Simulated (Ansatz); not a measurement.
A series of calculations on H18SO8

Part 1: Relaxation

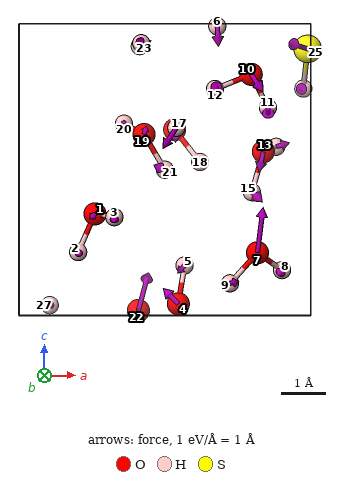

Starting geometry of an amorphous cell of composition H18SO8 with the computed forces as purple arrows. Style: ball-and-stick. Shown: the cell of the calculation (origin shifted), along the b axis.

The cell holds 8 H2O + 1 SH2. The run prepares the start of a later molecular dynamics calculation, from a guessed geometry.

Method: Ansatz 0.2.0, DFT PBE-D3(BJ), scalar-relativistic, plane waves, PAW.

The input:
```yaml
accuracy: low
crystal:
  lattice:
    - [6.69433, 0.0, 0.0]
    - [0.0, 6.69433, 0.0]
    - [0.0, 0.0, 6.69433]
  atoms:
    - { symbol: O, position: [0.3511887, 0.6094107, 0.3947048] }
    - { symbol: H, position: [0.2936558, 0.6307522, 0.2636778] }
    - { symbol: H, position: [0.417632, 0.4813894, 0.3833286] }
    - { symbol: O, position: [0.6370425, 0.8911207, 0.0862854] }
    - { symbol: H, position: [0.6583625, 0.9476359, 0.217758] }
    - { symbol: H, position: [0.7706417, 0.8644584, 0.0375622] }
    - { symbol: O, position: [0.908441, 0.6198671, 0.2613726] }
    - { symbol: H, position: [0.9924689, 0.7214791, 0.2018085] }
    - { symbol: H, position: [0.8143917, 0.5864087, 0.1566403] }
    - { symbol: O, position: [0.8869266, 0.6479913, 0.8730009] }
    - { symbol: H, position: [0.944229, 0.7158093, 0.7587611] }
    - { symbol: H, position: [0.7627682, 0.5933858, 0.822637] }
    - { symbol: O, position: [0.9285621, -0.0068819, 0.6081674] }
    - { symbol: H, position: [0.9722531, 0.1300589, 0.6246565] }
    - { symbol: H, position: [0.8892496, -0.0145801, 0.4691391] }
    - { symbol: O, position: [0.6244178, 0.2936041, 0.6833972] }
    - { symbol: H, position: [0.6299768, 0.4380431, 0.6897257] }
    - { symbol: H, position: [0.7110278, 0.2600701, 0.5724569] }
    - { symbol: O, position: [0.5193711, 0.8329272, 0.6668017] }
    - { symbol: H, position: [0.4505072, 0.9546464, 0.7038932] }
    - { symbol: H, position: [0.5908874, 0.8685408, 0.5461756] }
    - { symbol: O, position: [0.50028, 0.260185, 0.0634426] }
    - { symbol: H, position: [0.5098559, 0.377813, -0.0202564] }
    - { symbol: H, position: [0.5048963, 0.1500622, -0.030287] }
    - { symbol: S, position: [0.0804289, 0.2020504, 0.9604187] }
    - { symbol: H, position: [0.0656195, 0.3478948, 0.8242357] }
    - { symbol: H, position: [0.1962087, 0.3111653, 1.0817641] }
basis:
  ecutwfc: 420.0
kpoints:
  mp_grid: { grid: [1, 1, 1] }
hamiltonian:
  xc: pbe
  dispersion: d3bj
scf:
  occupations: { method: fermi_dirac, width: 0.05 }
  lower_state_search: "off"
relax:
  f_tol: 0.3
  max_steps: 15
  adjacent_minimum: "off"
output:
  write_density: true
  write_potential: true
  elf: true
  volumetric_format: npy
```

Launched with:
```bash
ansatz run input.yaml --threads 1 --pin off --max-ram 3072MiB --backend cpu --events-out ev --progress --plain --runs-dir out
```

> Is this structure relaxed? If not, where do the atoms go?

It isn't relaxed: the largest force vector, on O22, is 1.34 eV/Å. The final displacements follow the starting forces only in part (cosine between the two patterns 0.34). Over 12 accepted moves (13 points after the start) the energy falls by 147 meV per atom. Largest force component: 1.1 eV/Å at the start, 0.14 eV/Å at the end. 1 step only repeated the SCF at the same geometry. The largest move is that of H21, 1.70 Å along [−3 −2 0]. By element the largest moves are H 1.70 Å, O 0.79 Å, S 0.28 Å. The lattice vectors keep their values. Some distances before and after: O4–H6 0.969 → 1.008 Å, O13–H15 0.969 → 0.998 Å, O10–H11 0.969 → 0.987 Å, S25–H26 1.339 → 1.357 Å. Bond angles that change, for instance: H14–O13–H15 104.0° → 106.7°.

Limits of the set-up: the program's low-accuracy preset was used; the periodic images lie only 6.7 Å apart, so the values are limited by the cell's size.

Part 2: Dynamics

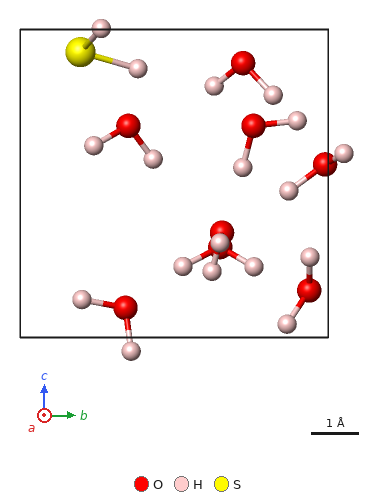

Starting frame of a dynamics run of a periodic cell with 8 H2O + 1 SH2 at 0.986 g/cm³. Style: ball-and-stick. Shown: the simulation cell, along the a axis.

Computed with DFT PBE-D3(BJ), scalar-relativistic, plane waves, PAW in Ansatz.

The input:
```yaml
accuracy: low
crystal:
  lattice:
    - [6.69433, 0.0, 0.0]
    - [0.0, 6.69433, 0.0]
    - [0.0, 0.0, 6.69433]
  atoms:
    - { symbol: O, position: [0.34554166, 0.644805, 0.28949306] }
    - { symbol: H, position: [0.42251753, 0.75423418, 0.22553528] }
    - { symbol: H, position: [0.40228306, 0.52354783, 0.22672209] }
    - { symbol: O, position: [0.60978612, 0.93370876, 0.1487954] }
    - { symbol: H, position: [0.70780282, 0.93600325, 0.25670854] }
    - { symbol: H, position: [0.68406326, 0.86188433, 0.03926148] }
    - { symbol: O, position: [0.94252245, 0.65061379, 0.33624143] }
    - { symbol: H, position: [1.08698729, 0.64380689, 0.30315701] }
    - { symbol: H, position: [0.87567415, 0.6181994, 0.21070616] }
    - { symbol: O, position: [0.82352834, 0.71894304, 0.8866214] }
    - { symbol: H, position: [0.86013672, 0.81678059, 0.78252295] }
    - { symbol: H, position: [0.73973439, 0.62513637, 0.81216348] }
    - { symbol: O, position: [0.88654132, -0.01488873, 0.55789707] }
    - { symbol: H, position: [1.01457575, 0.04636094, 0.59319738] }
    - { symbol: H, position: [0.91768575, -0.13243524, 0.47162869] }
    - { symbol: O, position: [0.65786035, 0.3465758, 0.6830941] }
    - { symbol: H, position: [0.60462392, 0.42714007, 0.57496554] }
    - { symbol: H, position: [0.72648651, 0.23425456, 0.6186438] }
    - { symbol: O, position: [0.43473047, 0.75268699, 0.68316163] }
    - { symbol: H, position: [0.40951864, 0.89451093, 0.69966098] }
    - { symbol: H, position: [0.38712567, 0.71794693, 0.54793389] }
    - { symbol: O, position: [0.53240071, 0.33708814, 0.09242698] }
    - { symbol: H, position: [0.56906577, 0.35558912, -0.04860803] }
    - { symbol: H, position: [0.56787189, 0.19579974, 0.11895355] }
    - { symbol: S, position: [0.09487009, 0.19100431, 0.92247638] }
    - { symbol: H, position: [0.03633101, 0.37749927, 0.86872358] }
    - { symbol: H, position: [0.27102514, 0.25851165, 0.99918436] }
basis:
  ecutwfc: 420.0
kpoints:
  mp_grid: { grid: [1, 1, 1] }
hamiltonian:
  xc: pbe
  dispersion: d3bj
scf:
  occupations: { method: fermi_dirac, width: 0.05 }
  lower_state_search: "off"
md:
  timestep: 0.5
  n_steps: 300
  ensemble: nvt_langevin
  temperature: 350.0
  initial_velocities: maxwell_boltzmann
  seed: 90866
  friction: 0.02
  masses: [{ species: H, mass: 2.014 }]
```

Command:
```bash
ansatz run input.yaml --threads 1 --pin off --max-ram 3072MiB --backend cpu --events-out ev --progress --plain --runs-dir out
```

> What does the trajectory do?

The mean temperature in the second half is 339 K (standard deviation 39 K). The potential energy in the second half lies on average 36.2 meV per atom above the first frame. Root-mean-square distances from the starting positions over the second half, with the common drift of all atoms taken out: H 0.53 Å, O 0.37 Å, S 0.28 Å. The heavy atoms stay within a fraction of a molecule's size of their starting places; so short a run doesn't tell a liquid from a solid.

Along the run (each row but the first and the last is the mean over the interval that it begins):

```json
{"time (fs)": "0.0", "potential energy (meV/atom)": "0.0", "T (K)": "337"}
{"time (fs)": "15.0", "potential energy (meV/atom)": "28.2", "T (K)": "265"}
{"time (fs)": "30.0", "potential energy (meV/atom)": "35.0", "T (K)": "272"}
{"time (fs)": "45.0", "potential energy (meV/atom)": "38.4", "T (K)": "291"}
{"time (fs)": "60.0", "potential energy (meV/atom)": "35.5", "T (K)": "325"}
{"time (fs)": "75.0", "potential energy (meV/atom)": "37.5", "T (K)": "322"}
{"time (fs)": "90.0", "potential energy (meV/atom)": "35.3", "T (K)": "382"}
{"time (fs)": "105.0", "potential energy (meV/atom)": "34.7", "T (K)": "336"}
{"time (fs)": "120.0", "potential energy (meV/atom)": "33.4", "T (K)": "344"}
{"time (fs)": "135.0", "potential energy (meV/atom)": "39.9", "T (K)": "311"}
{"time (fs)": "150.0", "potential energy (meV/atom)": "36.7", "T (K)": "320"}
```

The paths of the atoms:

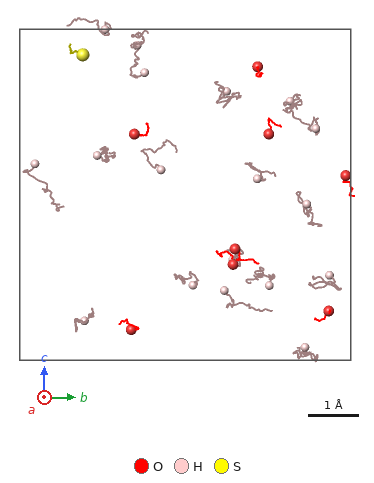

Limits of the set-up: the program's low-accuracy preset was used; masses were changed (H 2.014 u), which shifts the vibrations; the periodic images lie only 6.7 Å apart, so the values are limited by the cell's size.

Cost: 7.3 min on 1 thread of Arm Neoverse V1, on a shared host, peak memory 0.36 GiB.

Part 3: Dynamics

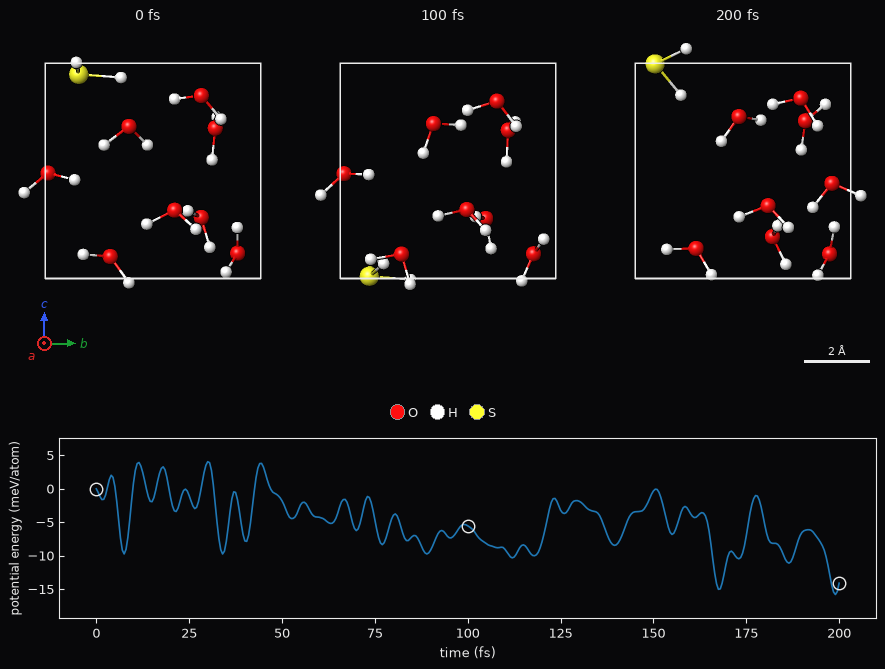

Molecular dynamics of a periodic cell with 8 H2O + 1 SH2 at 0.986 g/cm³, 200 fs long. It starts from the last geometry of an earlier run, with fresh velocities. Frames and the history of the run. Style: ball-and-stick. Shown: the simulation cell, along the a axis. Atoms that leave the cell re-enter on the other side.

Computed with Ansatz 0.2.0, DFT PBE-D3(BJ), scalar-relativistic, plane waves, PAW. Run with plane-wave cutoff 420 eV; k-point mesh 1 × 1 × 1; Fermi-Dirac smearing 0.05 eV; low-accuracy preset; Langevin thermostat (NVT); set temperature 350 K; time step 0.5 fs; H given the mass 2.014 u; friction 0.005 per fs.

What do the frames and curves show?

The mean temperature in the second half is 364 K (standard deviation 31 K). The potential energy in the second half lies on average 6.5 meV per atom below the first frame. In the second half of the run the atoms are, in the root-mean-square, this far from where they began (common drift taken out): H 0.66 Å, S 0.52 Å, O 0.46 Å. The heavy atoms stay within a fraction of a molecule's size of their starting places; so short a run doesn't tell a liquid from a solid.

Limits of the set-up: the program's low-accuracy preset was used; masses were changed (H 2.014 u), which shifts the vibrations; the periodic images lie only 6.7 Å apart, so the values are limited by the cell's size.
